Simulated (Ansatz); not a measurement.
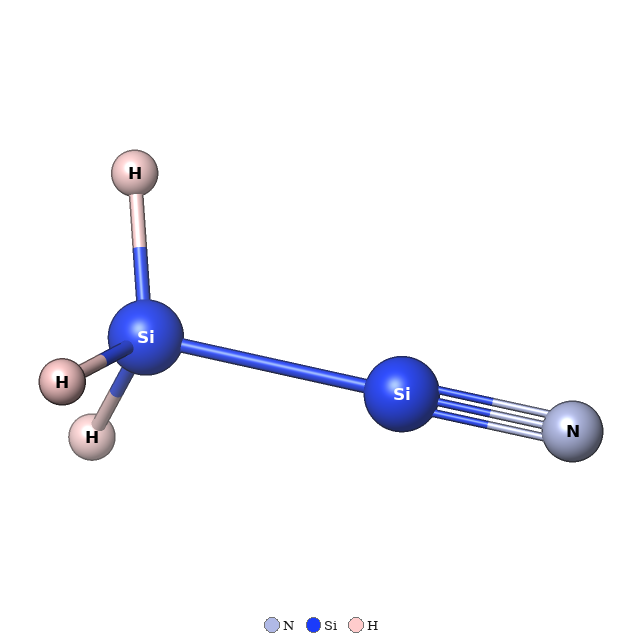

The picture comes from a calculation with Ansatz.

Orthographic view. Atoms fade into the background with distance from the viewer. Geometry: relaxed with PBE0-D4/def2-TZVP with one coordinate held away from its value at the minimum.

Write the InChI string.

Answer. InChI=1S/H3NSi2/c1-3-2/h2H3
